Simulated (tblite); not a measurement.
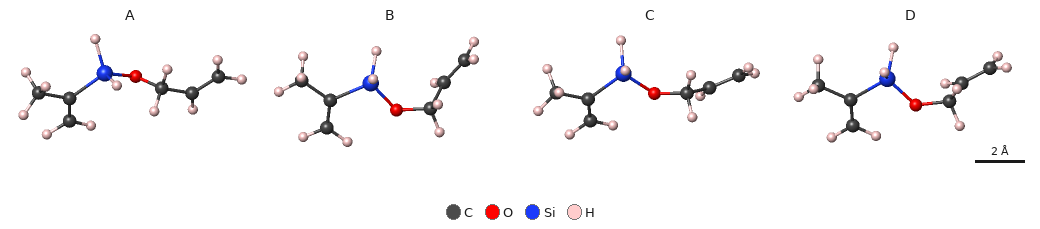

4 geometries from one relaxation of C6H12OSi, in shuffled order. A ball-and-stick model, seen from a free direction.

Method: GFN2-xTB geometry optimisation, gas phase in tblite. 

Put them in the order of the run, from the start to the converged end.

Answer. A, C, D, B. They are steps 0, 48, 116, 204, at +0.944 eV, +0.100 eV, +0.033 eV relative to the last. An H atom moves most after the best rigid fit: 1.94 Å. By element the largest moves are H 1.94 Å, O 1.57 Å, C 0.92 Å, Si 0.49 Å. Near-neighbour distances that change, for instance: O–Si 1.712 → 1.620 Å, C–O 1.351 → 1.399 Å, C–Si 1.833 → 1.880 Å, C–H 1.134 → 1.096 Å. Among the angles between lasting bonds that change: C–O–Si 106.5° → 127.1°, O–Si–C 113.4° → 103.7°, C–C–H 120.5° → 114.2°. Groups turn about C–O by about 115°, O–Si by about 60°, C–C by about 25°. The energy falls by 0.944 eV in 204 geometry steps. Cost: 1.3 s on 1 thread of Arm Neoverse V2 (shared host).
